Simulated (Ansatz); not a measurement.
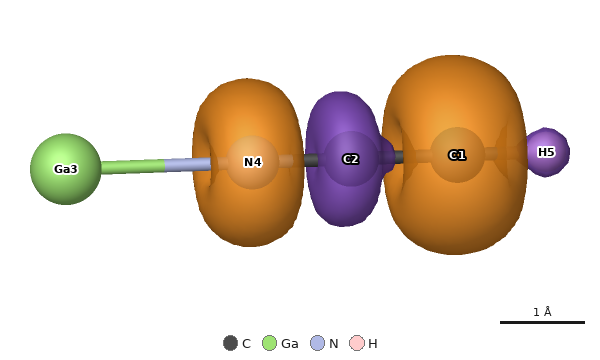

Figure. C$_{2}$HGaN (SMILES [CH+]=C=[N][Ga]) (charge +1, triplet). Isosurfaces of the spin density at +0.06 (orange) and −0.06 e/Å³ (purple), seen from one side.

Geometry: BLYP-D3(BJ)/def2-SVP; ⟨S²⟩ = 2.06, above the pure value of 2.00.

The calculation used Ansatz 0.2.0, isolated molecule in a Gaussian basis; Kohn-Sham density functional theory, functional PBE0.

```xyz
5

C     0.0000    0.0000   -1.5110
C     0.0000    0.0000   -0.2040
Ga    0.0000    0.0000    3.3033
N     0.0000    0.0000    1.0102
H     0.0000    0.0000   -2.5986
```

**Which atoms carry the spin?**

The unpaired spin (2 electrons) lies mostly on C1 (about 1.2) and N4 (about 0.7), in electrons by Hirshfeld's partition.
